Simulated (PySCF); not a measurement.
**C$_{5}$H$_{14}$OSi: NMR shielding calculation**

The run: NMR shielding calculation of C$_{5}$H$_{14}$OSi. Method and program: GIAO B97-2/pcSseg-1 NMR shielding, non-relativistic, IEF-PCM chloroform (PySCF 2.14.0).

The geometry comes from this level: GFN2-xTB. Figures and captions count atoms from 1; the log counts them from 0 in places.

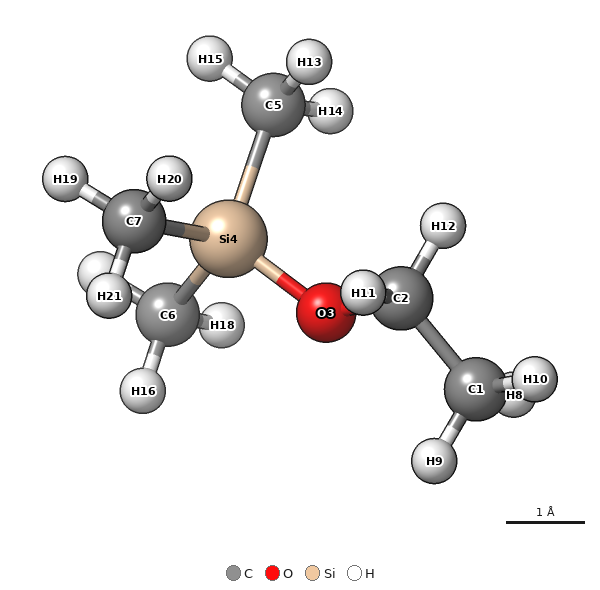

Fig. 1: The structure (ball-and-stick view, seen at a tilt; atoms are numbered from 1 in the order of the input).

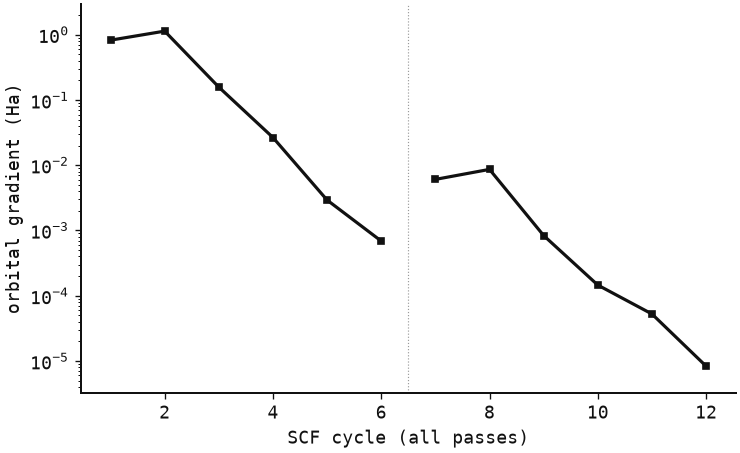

Fig. 2: Convergence of the self-consistent field: orbital gradient against the SCF cycle. The dotted line marks the change from a coarse to the final integration grid. The first 6 cycles use a coarse grid, the final grid takes over at cycle 7, and the field converges after 12 cycles in all.

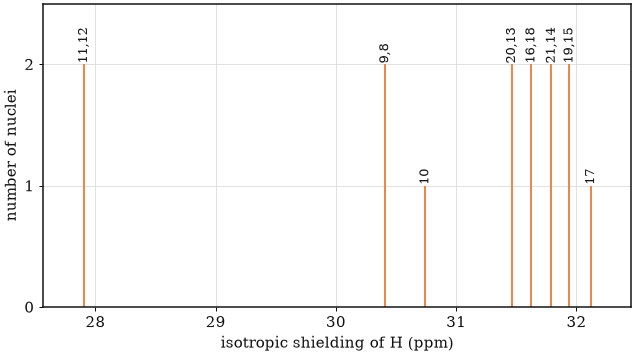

Fig. 3: Isotropic shieldings of the hydrogen nuclei in this fixed geometry, labelled by atom number; shielding grows to the right, so chemical shift grows to the left. The least shielded is H11 (27.9 ppm), the most shielded H17 (32.1 ppm).

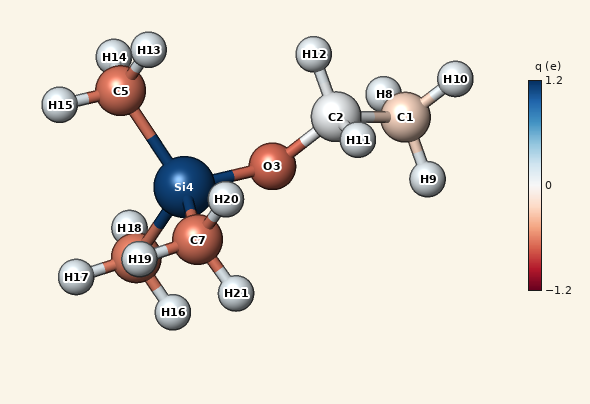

Fig. 4: Mulliken charges, as the colour of each atom (ball-and-stick view, seen at a tilt; atoms are numbered from 1 in the order of the input). By element: C −0.63 to +0.05, O −0.67, Si +1.10 and H +0.10 to +0.13 e.

The input that produced these results follows, with the program's output.

## Input file
```
{"job": {"xc": "B97-2", "basis": "pcSseg-1", "solvent": "chloroform", "kind": "nmr", "pop": true}, "charge": 0, "multiplicity": 1}
C      3.110222    -0.417837     0.005549
C      1.774363    -0.024808     0.618340
O      0.756225    -0.215479    -0.325910
Si    -0.850097     0.049190    -0.191092
C     -1.233172     1.884076     0.179899
C     -1.479898    -0.463514    -1.904760
C     -1.626730    -1.016437     1.191848
H      3.307221     0.191929    -0.872050
H      3.084586    -1.460869    -0.298212
H      3.909474    -0.274854     0.727736
H      1.571062    -0.636039     1.506260
H      1.795397     1.027180     0.928608
H     -0.861514     2.179795     1.157776
H     -0.769403     2.535653    -0.555642
H     -2.299549     2.084474     0.165615
H     -1.254528    -1.503180    -2.116430
H     -2.555180    -0.337764    -1.967454
H     -1.029312     0.136119    -2.688242
H     -2.707477    -0.921527     1.215360
H     -1.255509    -0.730696     2.172884
H     -1.395101    -2.068469     1.049446
```

The first line tells a small driver script what to run in PySCF; the rest is the geometry in Å.

Launched with:
```bash
OMP_NUM_THREADS=1 python <driver script> task.json out
```

## What the program printed
```
coarse grid: 16824 points
cycle   1  E = -563.4351285091  dE =  3.866e-01  |g| = 8.277e-01  |ddm| = 3.860e+00
cycle   2  E = -563.3199391733  dE =  1.152e-01  |g| = 1.139e+00  |ddm| = 1.703e+00
cycle   3  E = -563.5750126830  dE = -2.551e-01  |g| = 1.579e-01  |ddm| = 1.168e+00
cycle   4  E = -563.5800122671  dE = -5.000e-03  |g| = 2.664e-02  |ddm| = 1.332e-01
cycle   5  E = -563.5801748027  dE = -1.625e-04  |g| = 2.927e-03  |ddm| = 2.115e-02
cycle   6  E = -563.5801764748  dE = -1.672e-06  |g| = 6.884e-04  |ddm| = 2.920e-03
final grid: 154384 points
cycle   7  E = -563.6242804519  dE = -6.599e-05  |g| = 6.072e-03  |ddm| = 2.762e-02
cycle   8  E = -563.6242731690  dE =  7.283e-06  |g| = 8.644e-03  |ddm| = 9.853e-03
cycle   9  E = -563.6242858289  dE = -1.266e-05  |g| = 8.363e-04  |ddm| = 6.640e-03
cycle  10  E = -563.6242859335  dE = -1.045e-07  |g| = 1.455e-04  |ddm| = 7.674e-04
cycle  11  E = -563.6242859383  dE = -4.836e-09  |g| = 5.244e-05  |ddm| = 1.922e-04
cycle  12  E = -563.6242859390  dE = -6.585e-10  |g| = 8.320e-06  |ddm| = 4.265e-05
converged SCF energy = -563.6242859390

GIAO shielding tensors (ppm)
atom      isotropic    diamagn.    paramagn.     s11        s22        s33       span
  0 C      165.467     247.017     -81.550    148.074    162.849    185.478     37.404
  1 C      125.036     245.030    -119.994     97.022    111.529    166.558     69.536
  2 O      282.525     403.855    -121.330    255.826    281.887    309.863     54.037
  3 Si     345.243     882.813    -537.570    328.038    332.932    374.759     46.721
  4 C      187.513     257.140     -69.627    179.824    186.382    196.335     16.511
  5 C      185.730     256.126     -70.395    177.283    185.726    194.182     16.898
  6 C      187.505     257.145     -69.640    179.835    186.356    196.325     16.490
  7 H       30.408      29.993       0.415     26.642     29.014     35.568      8.926
  8 H       30.407      29.992       0.415     26.643     29.011     35.568      8.926
  9 H       30.741      27.402       3.339     26.732     27.671     37.820     11.088
 10 H       27.902      32.424      -4.522     22.089     29.034     32.582     10.493
 11 H       27.902      32.425      -4.523     22.091     29.034     32.582     10.491
 12 H       31.461      33.480      -2.019     27.395     29.529     37.459     10.063
 13 H       31.793      32.988      -1.195     27.751     29.047     38.580     10.829
 14 H       31.940      31.270       0.671     28.001     29.196     38.624     10.623
 15 H       31.622      32.704      -1.083     27.612     29.249     38.005     10.393
 16 H       32.119      30.893       1.226     27.927     29.389     39.042     11.115
 17 H       31.624      32.709      -1.085     27.612     29.258     38.003     10.392
 18 H       31.939      31.271       0.668     28.001     29.196     38.620     10.619
 19 H       31.461      33.481      -2.020     27.395     29.528     37.461     10.066
 20 H       31.791      32.989      -1.198     27.751     29.046     38.578     10.827
```

## Key numbers

- outcome: converged
- total energy: −563.624286 hartree
- HOMO: −7.31 eV
- LUMO: 1.32 eV
- dipole moment: 1.32 D
- isotropic shielding, C: 125.0 to 187.5 ppm
- isotropic shielding, O: 282.5 ppm
- isotropic shielding, Si: 345.2 ppm
- isotropic shielding, H: 27.9 to 32.1 ppm
- hardware: 1 CPU thread, shared host
- wall time: 31 s
- peak memory: 1 GiB
